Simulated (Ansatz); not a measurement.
# CHSi (quartet): B2PLYP, PBE-QIDH, RPA-PBE over a scan of the scale of all distances, 6-31G, part 2 of 2

Ansatz 0.2.0, Gaussian basis; 6-31G, all electrons in the functionals, frozen cores in the correlation of double hybrids and RPA.

## (14) PBE-QIDH, 1.494

File in.yaml:

```yaml
crystal:
  periodic: [false, false, false]
  atoms:
    - {symbol: Si, position_ang: [0.000000, 0.048634, 0.922146]}
    - {symbol: C, position_ang: [0.000000, -0.189772, -1.895220]}
    - {symbol: H, position_ang: [0.000000, 0.906184, -3.111302]}
basis:
  gaussian: {orbitals: 6-31G}
magnetization: {spin_polarized: true, initial_magnetization: 3}
hamiltonian: {xc: {name: PBE-QIDH}}
correlation: {electrons: outside_noble_gas}
```

Launch:

```sh
ansatz run in.yaml --threads 1 --pin off --events-out ev --progress --plain --max-ram 2393MiB
```

What it wrote, shortened:

```text
Functional definition: PBE-QIDH
  name "PBE-QIDH"
  cite "Brémond, Sancho-García, Pérez-Jiménez & Adamo, J. Chem. Phys. 141, 031101 (2014) doi:10.1063/1.4890314"
  cite "Perdew, Burke & Ernzerhof, Phys. Rev. Lett. 77, 3865 (1996) doi:10.1103/PhysRevLett.77.3865"
[...]
299 factors; integrals over basis functions are off by at most 2.6e-4 eV
[...]
mean field -8910.21828897 eV, -327.4444825568 hartree, gradient 2.0e-8 eV, S^2 3.940700; 8 other end points of the search recorded, 0 dependent functions left out
6 core orbitals not correlated: weight in the atoms' cores, before any rotation towards them, 1.000 or more for the frozen orbitals, at most 0.000 for the correlated occupied ones
reference -8910.21829854 eV, -327.4444829084 hartree; 6, 3 occupied and 12, 15 virtual orbitals, 299 factors
second order -2.53957675 eV of doubles, -0.00000000 eV of singles
Total energy: -8911.06482412 eV, -327.4755921498 hartree
```

It took 6 s on 1 thread of Arm Neoverse V1, shared host.

From the report: ⟨S²⟩ of the determinant 3.941 (pure quartet: 3.75).

From 1.000: +382.8 kJ/mol.

## (15) PBE-QIDH, 1.784

File in.yaml:

```yaml
crystal:
  periodic: [false, false, false]
  atoms:
    - {symbol: Si, position_ang: [0.000000, 0.058075, 1.101143]}
    - {symbol: C, position_ang: [0.000000, -0.226609, -2.263101]}
    - {symbol: H, position_ang: [0.000000, 1.082084, -3.715236]}
basis:
  gaussian: {orbitals: 6-31G}
magnetization: {spin_polarized: true, initial_magnetization: 3}
hamiltonian: {xc: {name: PBE-QIDH}}
correlation: {electrons: outside_noble_gas}
```

The command is unchanged.

What it wrote, shortened:

```text
Functional definition: PBE-QIDH
  name "PBE-QIDH"
  cite "Brémond, Sancho-García, Pérez-Jiménez & Adamo, J. Chem. Phys. 141, 031101 (2014) doi:10.1063/1.4890314"
  cite "Perdew, Burke & Ernzerhof, Phys. Rev. Lett. 77, 3865 (1996) doi:10.1103/PhysRevLett.77.3865"
[...]
299 factors; integrals over basis functions are off by at most 1.4e-4 eV
[...]
mean field -8909.01282525 eV, -327.4001825822 hartree, gradient 3.7e-9 eV, S^2 4.369606; 12 other end points of the search recorded, 0 dependent functions left out
6 core orbitals not correlated: weight in the atoms' cores, before any rotation towards them, 1.000 or more for the frozen orbitals, at most 0.000 for the correlated occupied ones
reference -8909.01283592 eV, -327.4001829742 hartree; 6, 3 occupied and 12, 15 virtual orbitals, 299 factors
second order -1.63294908 eV of doubles, -0.00000000 eV of singles
Total energy: -8909.55715228 eV, -327.4201862315 hartree
```

Wall time 7.5 s (1 thread of Arm Neoverse V1, shared host).

From the report: ⟨S²⟩ of the determinant 4.370 (pure quartet: 3.75). The determinant is far from a pure spin state, so its energy mixes those of several spin states (harmless only where they are near-degenerate, as at dissociation).

From 1.000: +528.2 kJ/mol.

## (16) PBE-QIDH, 1.976

File in.yaml:

```yaml
crystal:
  periodic: [false, false, false]
  atoms:
    - {symbol: Si, position_ang: [0.000000, 0.064325, 1.219652]}
    - {symbol: C, position_ang: [0.000000, -0.250997, -2.506663]}
    - {symbol: H, position_ang: [0.000000, 1.198541, -4.115082]}
basis:
  gaussian: {orbitals: 6-31G}
magnetization: {spin_polarized: true, initial_magnetization: 3}
hamiltonian: {xc: {name: PBE-QIDH}}
correlation: {electrons: outside_noble_gas}
```

The command is unchanged.

What it wrote, shortened:

```text
Functional definition: PBE-QIDH
  name "PBE-QIDH"
  cite "Brémond, Sancho-García, Pérez-Jiménez & Adamo, J. Chem. Phys. 141, 031101 (2014) doi:10.1063/1.4890314"
  cite "Perdew, Burke & Ernzerhof, Phys. Rev. Lett. 77, 3865 (1996) doi:10.1103/PhysRevLett.77.3865"
[...]
299 factors; integrals over basis functions are off by at most 1.6e-4 eV
[...]
mean field -8908.74035692 eV, -327.3901695557 hartree, gradient 2.4e-6 eV, S^2 4.531399; 19 other end points of the search recorded, 0 dependent functions left out
6 core orbitals not correlated: weight in the atoms' cores, before any rotation towards them, 1.000 or more for the frozen orbitals, at most 0.000 for the correlated occupied ones
reference -8908.74036853 eV, -327.3901699825 hartree; 6, 3 occupied and 12, 15 virtual orbitals, 299 factors
second order -1.37546689 eV of doubles, -0.00000000 eV of singles
Total energy: -8909.19885750 eV, -327.4070191411 hartree
```

Run time: 11 s. Hardware: 1 thread of Arm Neoverse V1, shared host.

From the report: ⟨S²⟩ of the determinant 4.531 (pure quartet: 3.75). The determinant is far from a pure spin state, so its energy mixes those of several spin states (harmless only where they are near-degenerate, as at dissociation).

From 1.000: +562.8 kJ/mol.

## (17) PBE-QIDH, 2.409

File in.yaml:

```yaml
crystal:
  periodic: [false, false, false]
  atoms:
    - {symbol: Si, position_ang: [0.000000, 0.078420, 1.486914]}
    - {symbol: C, position_ang: [0.000000, -0.305998, -3.055947]}
    - {symbol: H, position_ang: [0.000000, 1.461177, -5.016818]}
basis:
  gaussian: {orbitals: 6-31G}
magnetization: {spin_polarized: true, initial_magnetization: 3}
hamiltonian: {xc: {name: PBE-QIDH}}
correlation: {electrons: outside_noble_gas}
```

Same command.

What it wrote, shortened:

```text
Functional definition: PBE-QIDH
  name "PBE-QIDH"
  cite "Brémond, Sancho-García, Pérez-Jiménez & Adamo, J. Chem. Phys. 141, 031101 (2014) doi:10.1063/1.4890314"
  cite "Perdew, Burke & Ernzerhof, Phys. Rev. Lett. 77, 3865 (1996) doi:10.1103/PhysRevLett.77.3865"
[...]
299 factors; integrals over basis functions are off by at most 2.4e-4 eV
[...]
mean field -8908.50909088 eV, -327.3816706854 hartree, gradient 4.3e-9 eV, S^2 4.695989; 17 other end points of the search recorded, 0 dependent functions left out
6 core orbitals not correlated: weight in the atoms' cores, before any rotation towards them, 1.000 or more for the frozen orbitals, at most 0.000 for the correlated occupied ones
reference -8908.50910337 eV, -327.3816711445 hartree; 6, 3 occupied and 12, 15 virtual orbitals, 299 factors
second order -1.23869494 eV of doubles, -0.00000000 eV of singles
Total energy: -8908.92200168 eV, -327.3968448776 hartree
```

Wall time 19 s (1 thread of Arm Neoverse V1, shared host).

From the report: ⟨S²⟩ of the determinant 4.696 (pure quartet: 3.75). The determinant is far from a pure spin state, so its energy mixes those of several spin states (harmless only where they are near-degenerate, as at dissociation).

From 1.000: +589.5 kJ/mol.

## (18) RPA-PBE, 0.898

File in.yaml:

```yaml
crystal:
  periodic: [false, false, false]
  atoms:
    - {symbol: Si, position_ang: [0.000000, 0.029233, 0.554275]}
    - {symbol: C, position_ang: [0.000000, -0.114067, -1.139162]}
    - {symbol: H, position_ang: [0.000000, 0.544681, -1.870113]}
basis:
  gaussian: {orbitals: 6-31G}
magnetization: {spin_polarized: true, initial_magnetization: 3}
hamiltonian: {xc: {name: PBE}}
correlation: {method: rpa, electrons: outside_noble_gas}
```

The command is unchanged.

What it wrote, shortened:

```text
Functional definition: PBE
  name "PBE"
  cite "Perdew, Burke & Ernzerhof, Phys. Rev. Lett. 77, 3865 (1996) doi:10.1103/PhysRevLett.77.3865"
  parent pbe
[...]
299 factors; integrals over basis functions are off by at most 2.6e-4 eV
[...]
mean field -8917.00481763 eV, -327.6938828850 hartree, gradient 7.2e-6 eV, S^2 3.753678; 16 other end points of the search recorded, 0 dependent functions left out
6 core orbitals not correlated: weight in the atoms' cores, before any rotation towards them, 1.000 or more for the frozen orbitals, at most 0.000 for the correlated occupied ones
reference -8901.41194295 eV, -327.1208553097 hartree; 6, 3 occupied and 12, 15 virtual orbitals, 299 factors
Total energy: -8906.16529483 eV, -327.2955377693 hartree
```

Wall time 4.2 s (1 thread of Arm Neoverse V1, shared host).

From the report: ⟨S²⟩ of the determinant 3.754 (pure quartet: 3.75).

## (19) RPA-PBE, 1.000

File in.yaml:

```yaml
crystal:
  periodic: [false, false, false]
  atoms:
    - {symbol: Si, position_ang: [0.000000, 0.032553, 0.617233]}
    - {symbol: C, position_ang: [0.000000, -0.127023, -1.268554]}
    - {symbol: H, position_ang: [0.000000, 0.606549, -2.082531]}
basis:
  gaussian: {orbitals: 6-31G}
magnetization: {spin_polarized: true, initial_magnetization: 3}
hamiltonian: {xc: {name: PBE}}
correlation: {method: rpa, electrons: outside_noble_gas}
```

Launched as before.

What it wrote, shortened:

```text
Functional definition: PBE
  name "PBE"
  cite "Perdew, Burke & Ernzerhof, Phys. Rev. Lett. 77, 3865 (1996) doi:10.1103/PhysRevLett.77.3865"
  parent pbe
[...]
299 factors; integrals over basis functions are off by at most 2.7e-4 eV
[...]
mean field -8918.03216848 eV, -327.7316373323 hartree, gradient 2.3e-6 eV, S^2 3.754085; 13 other end points of the search recorded, 0 dependent functions left out
6 core orbitals not correlated: weight in the atoms' cores, before any rotation towards them, 1.000 or more for the frozen orbitals, at most 0.000 for the correlated occupied ones
reference -8902.32169882 eV, -327.1542882213 hartree; 6, 3 occupied and 12, 15 virtual orbitals, 299 factors
Total energy: -8907.28390798 eV, -327.3366460445 hartree
```

Run time: 4.1 s. Hardware: 1 thread of Arm Neoverse V1, shared host.

From the report: ⟨S²⟩ of the determinant 3.754 (pure quartet: 3.75).

## (20) RPA-PBE, 1.119

File in.yaml:

```yaml
crystal:
  periodic: [false, false, false]
  atoms:
    - {symbol: Si, position_ang: [0.000000, 0.036427, 0.690683]}
    - {symbol: C, position_ang: [0.000000, -0.142139, -1.419512]}
    - {symbol: H, position_ang: [0.000000, 0.678728, -2.330352]}
basis:
  gaussian: {orbitals: 6-31G}
magnetization: {spin_polarized: true, initial_magnetization: 3}
hamiltonian: {xc: {name: PBE}}
correlation: {method: rpa, electrons: outside_noble_gas}
```

Same command.

What it wrote, shortened:

```text
Functional definition: PBE
  name "PBE"
  cite "Perdew, Burke & Ernzerhof, Phys. Rev. Lett. 77, 3865 (1996) doi:10.1103/PhysRevLett.77.3865"
  parent pbe
[...]
299 factors; integrals over basis functions are off by at most 2.9e-4 eV
[...]
mean field -8917.82111565 eV, -327.7238812839 hartree, gradient 4.9e-7 eV, S^2 3.753835; 6 other end points of the search recorded, 0 dependent functions left out
6 core orbitals not correlated: weight in the atoms' cores, before any rotation towards them, 1.000 or more for the frozen orbitals, at most 0.000 for the correlated occupied ones
reference -8901.78785332 eV, -327.1346697611 hartree; 6, 3 occupied and 12, 15 virtual orbitals, 299 factors
Total energy: -8907.16012198 eV, -327.3320969928 hartree
```

It took 1.8 s on 1 thread of Arm Neoverse V1, shared host.

From the report: ⟨S²⟩ of the determinant 3.754 (pure quartet: 3.75).

From 1.000: +11.9 kJ/mol.

## (21) RPA-PBE, 1.283

File in.yaml:

```yaml
crystal:
  periodic: [false, false, false]
  atoms:
    - {symbol: Si, position_ang: [0.000000, 0.041766, 0.791910]}
    - {symbol: C, position_ang: [0.000000, -0.162970, -1.627555]}
    - {symbol: H, position_ang: [0.000000, 0.778202, -2.671888]}
basis:
  gaussian: {orbitals: 6-31G}
magnetization: {spin_polarized: true, initial_magnetization: 3}
hamiltonian: {xc: {name: PBE}}
correlation: {method: rpa, electrons: outside_noble_gas}
```

Launched as before.

What it wrote, shortened:

```text
Functional definition: PBE
  name "PBE"
  cite "Perdew, Burke & Ernzerhof, Phys. Rev. Lett. 77, 3865 (1996) doi:10.1103/PhysRevLett.77.3865"
  parent pbe
[...]
299 factors; integrals over basis functions are off by at most 3.0e-4 eV
[...]
mean field -8916.62903412 eV, -327.6800730955 hartree, gradient 4.2e-6 eV, S^2 3.753565; 9 other end points of the search recorded, 0 dependent functions left out
6 core orbitals not correlated: weight in the atoms' cores, before any rotation towards them, 1.000 or more for the frozen orbitals, at most 0.000 for the correlated occupied ones
reference -8900.02378326 eV, -327.0698413822 hartree; 6, 3 occupied and 12, 15 virtual orbitals, 299 factors
Total energy: -8906.11063941 eV, -327.2935292196 hartree
```

Wall time 2.9 s (1 thread of Arm Neoverse V1, shared host).

From the report: ⟨S²⟩ of the determinant 3.754 (pure quartet: 3.75).

From 1.000: +113.2 kJ/mol.

## (22) RPA-PBE, 1.494

File in.yaml:

```yaml
crystal:
  periodic: [false, false, false]
  atoms:
    - {symbol: Si, position_ang: [0.000000, 0.048634, 0.922146]}
    - {symbol: C, position_ang: [0.000000, -0.189772, -1.895220]}
    - {symbol: H, position_ang: [0.000000, 0.906184, -3.111302]}
basis:
  gaussian: {orbitals: 6-31G}
magnetization: {spin_polarized: true, initial_magnetization: 3}
hamiltonian: {xc: {name: PBE}}
correlation: {method: rpa, electrons: outside_noble_gas}
```

The command is unchanged.

What it wrote, shortened:

```text
Functional definition: PBE
  name "PBE"
  cite "Perdew, Burke & Ernzerhof, Phys. Rev. Lett. 77, 3865 (1996) doi:10.1103/PhysRevLett.77.3865"
  parent pbe
[...]
299 factors; integrals over basis functions are off by at most 2.6e-4 eV
[...]
mean field -8914.94667700 eV, -327.6182476120 hartree, gradient 7.9e-6 eV, S^2 3.759207; 9 other end points of the search recorded, 0 dependent functions left out
6 core orbitals not correlated: weight in the atoms' cores, before any rotation towards them, 1.000 or more for the frozen orbitals, at most 0.000 for the correlated occupied ones
reference -8897.64410876 eV, -326.9823899572 hartree; 6, 3 occupied and 12, 15 virtual orbitals, 299 factors
Total energy: -8904.70954615 eV, -327.2420399919 hartree
```

Wall time 3.4 s (1 thread of Arm Neoverse V1, shared host).

From the report: ⟨S²⟩ of the determinant 3.759 (pure quartet: 3.75).

From 1.000: +248.4 kJ/mol.

## (23) RPA-PBE, 1.784

File in.yaml:

```yaml
crystal:
  periodic: [false, false, false]
  atoms:
    - {symbol: Si, position_ang: [0.000000, 0.058075, 1.101143]}
    - {symbol: C, position_ang: [0.000000, -0.226609, -2.263101]}
    - {symbol: H, position_ang: [0.000000, 1.082084, -3.715236]}
basis:
  gaussian: {orbitals: 6-31G}
magnetization: {spin_polarized: true, initial_magnetization: 3}
hamiltonian: {xc: {name: PBE}}
correlation: {method: rpa, electrons: outside_noble_gas}
```

Launched as before.

What it wrote, shortened:

```text
Functional definition: PBE
  name "PBE"
  cite "Perdew, Burke & Ernzerhof, Phys. Rev. Lett. 77, 3865 (1996) doi:10.1103/PhysRevLett.77.3865"
  parent pbe
[...]
299 factors; integrals over basis functions are off by at most 1.4e-4 eV
[...]
mean field -8913.15692653 eV, -327.5524754953 hartree, gradient 2.6e-6 eV, S^2 3.824922; 10 other end points of the search recorded, 0 dependent functions left out
6 core orbitals not correlated: weight in the atoms' cores, before any rotation towards them, 1.000 or more for the frozen orbitals, at most 0.000 for the correlated occupied ones
reference -8895.24665103 eV, -326.8942850105 hartree; 6, 3 occupied and 12, 15 virtual orbitals, 299 factors
Total energy: -8903.40740106 eV, -327.1941870427 hartree
```

Wall time 4.3 s (1 thread of Arm Neoverse V1, shared host).

From the report: ⟨S²⟩ of the determinant 3.825 (pure quartet: 3.75).

From 1.000: +374.0 kJ/mol.

## (24) RPA-PBE, 1.976

File in.yaml:

```yaml
crystal:
  periodic: [false, false, false]
  atoms:
    - {symbol: Si, position_ang: [0.000000, 0.064325, 1.219652]}
    - {symbol: C, position_ang: [0.000000, -0.250997, -2.506663]}
    - {symbol: H, position_ang: [0.000000, 1.198541, -4.115082]}
basis:
  gaussian: {orbitals: 6-31G}
magnetization: {spin_polarized: true, initial_magnetization: 3}
hamiltonian: {xc: {name: PBE}}
correlation: {method: rpa, electrons: outside_noble_gas}
```

Same command.

What it wrote, shortened:

```text
Functional definition: PBE
  name "PBE"
  cite "Perdew, Burke & Ernzerhof, Phys. Rev. Lett. 77, 3865 (1996) doi:10.1103/PhysRevLett.77.3865"
  parent pbe
[...]
299 factors; integrals over basis functions are off by at most 1.6e-4 eV
[...]
mean field -8912.34626808 eV, -327.5226843466 hartree, gradient 1.2e-6 eV, S^2 4.078273; 10 other end points of the search recorded, 0 dependent functions left out
6 core orbitals not correlated: weight in the atoms' cores, before any rotation towards them, 1.000 or more for the frozen orbitals, at most 0.000 for the correlated occupied ones
reference -8894.70891388 eV, -326.8745235347 hartree; 6, 3 occupied and 12, 15 virtual orbitals, 299 factors
Total energy: -8902.86965586 eV, -327.1744252711 hartree
```

Wall time 5 s (1 thread of Arm Neoverse V1, shared host).

From the report: ⟨S²⟩ of the determinant 4.078 (pure quartet: 3.75).

From 1.000: +425.9 kJ/mol.

## (25) RPA-PBE, 2.409

File in.yaml:

```yaml
crystal:
  periodic: [false, false, false]
  atoms:
    - {symbol: Si, position_ang: [0.000000, 0.078420, 1.486914]}
    - {symbol: C, position_ang: [0.000000, -0.305998, -3.055947]}
    - {symbol: H, position_ang: [0.000000, 1.461177, -5.016818]}
basis:
  gaussian: {orbitals: 6-31G}
magnetization: {spin_polarized: true, initial_magnetization: 3}
hamiltonian: {xc: {name: PBE}}
correlation: {method: rpa, electrons: outside_noble_gas}
```

Same command.

What it wrote:

```text
Functional definition: PBE
  name "PBE"
  cite "Perdew, Burke & Ernzerhof, Phys. Rev. Lett. 77, 3865 (1996) doi:10.1103/PhysRevLett.77.3865"
  parent pbe
  parameter kappa = 0.804
  parameter beta = 0.06672455060314922
  exchange = pbe_x(kappa = kappa, mu = beta*pi^2/3)
  correlation = pbe_c(beta = beta)
299 factors; integrals over basis functions are off by at most 2.4e-4 eV
mean field evaluation 1: about -8886.8843 eV, gradient 2.7e1 eV
mean field evaluation 2: about -8886.8806 eV, gradient 2.7e1 eV
mean field evaluation 4: about -8887.2909 eV, gradient 4.0e1 eV
mean field evaluation 8: about -8899.6550 eV, gradient 2.1e1 eV
mean field evaluation 16: about -8910.9582 eV, gradient 2.9e-1 eV
mean field evaluation 32: about -8910.9721 eV, gradient 2.7e-1 eV
mean field evaluation 64: about -8897.2474 eV, gradient 2.7e1 eV
mean field evaluation 96: about -8910.9576 eV, gradient 1.9e-2 eV
mean field evaluation 128: about -8910.9709 eV, gradient 2.1e-2 eV
mean field evaluation 160: about -8910.9511 eV, gradient 8.2e-1 eV
mean field evaluation 192: about -8911.0140 eV, gradient 2.7e0 eV
mean field evaluation 224: about -8911.4503 eV, gradient 6.0e-2 eV
mean field evaluation 256: about -8911.2759 eV, gradient 1.7e0 eV
mean field evaluation 288: about -8911.4217 eV, gradient 2.6e-1 eV
mean field evaluation 320: about -8910.9721 eV, gradient 5.0e-5 eV
mean field evaluation 352: about -8911.4216 eV, gradient 9.3e-2 eV
mean field evaluation 384: about -8871.4592 eV, gradient 2.7e1 eV
mean field -8911.45295697 eV, -327.4898557688 hartree, gradient 3.2e-9 eV, S^2 4.566889; 18 other end points of the search recorded, 0 dependent functions left out
6 core orbitals not correlated: weight in the atoms' cores, before any rotation towards them, 1.000 or more for the frozen orbitals, at most 0.000 for the correlated occupied ones
reference -8894.93538128 eV, -326.8828460583 hartree; 6, 3 occupied and 12, 15 virtual orbitals, 299 factors
Error: the energy between an occupied orbital and the lowest state that it is excited into in its spin channel is -0.0006 eV and must be positive: a state without a gap has no random-phase energy
```

Run time: 14 s. Hardware: 1 thread of Arm Neoverse V1, shared host.

The run stopped with an error; it gives no energy for the table.

## (26) Against the wave-function levels

The yardstick is full CI for this spin, exact in this basis with these frozen cores. It comes from earlier runs at the same points. Energies in kJ/mol, counted from 1.000; blanks weren't run or aren't comparable.

| level | 0.898 | 1.000 | 1.119 | 1.283 | 1.494 | 1.784 | 1.976 | 2.409 |
| --- | --- | --- | --- | --- | --- | --- | --- | --- |
| FCI | 103.2 | 0.0 | 21.0 | 139.8 | 301.0 | 437.6 |  |  |
| B2PLYP | 93.9 | 0.0 | 29.4 | 158.9 | 347.9 | 503.6 | 548.1 | 584.0 |
| PBE-QIDH | 90.0 | 0.0 | 37.3 | 181.1 | 382.8 | 528.2 | 562.8 | 589.5 |
| RPA-PBE | 107.9 | 0.0 | 11.9 | 113.2 | 248.4 | 374.0 | 425.9 |  |

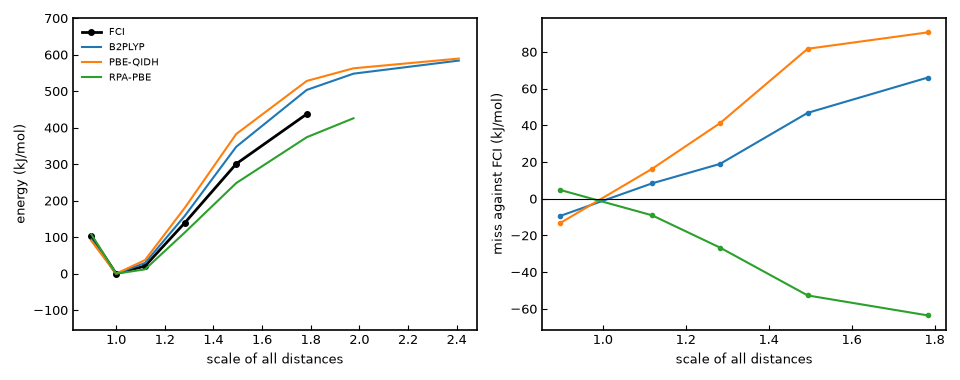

Left: the curves (the axis may cut off levels that run far away). Right: misses against FCI, in the same colours.

Largest miss and mean time a point (FCI took 3.7 min a point; shared hosts):

| level | largest miss (kJ/mol) | where | time a point |
| --- | --- | --- | --- |
| B2PLYP | +66.1 | 1.784 | 5.9 s |
| PBE-QIDH | +90.7 | 1.784 | 6 s |
| RPA-PBE | -63.6 | 1.784 | 5 s |

## (27) Outcome

The summary covers parts 1 to 2.

| quantity | value |
| --- | --- |
| span of the FCI curve (points where it is known) | 437.6 kJ/mol |
| largest miss, B2PLYP | +66.1 kJ/mol (1.784) |
| largest miss, PBE-QIDH | +90.7 kJ/mol (1.784) |
| largest miss, RPA-PBE | -63.6 kJ/mol (1.784) |

Misses are known at 5 of 7 points at best, and only functionals with that many are ranked. Of the functionals, RPA-PBE keep the smallest largest miss at the points compared (at most 63.6 kJ/mol) and PBE-QIDH strays most (90.7 kJ/mol, at 1.784). B2PLYP, PBE-QIDH, RPA-PBE clearly break the spin symmetry at some points (⟨S²⟩ up to 0.95 above the pure value), so energy there is bought with a mixed spin. Functionals and the yardstick converge differently with the basis, so part of each miss in 6-31G is the basis.
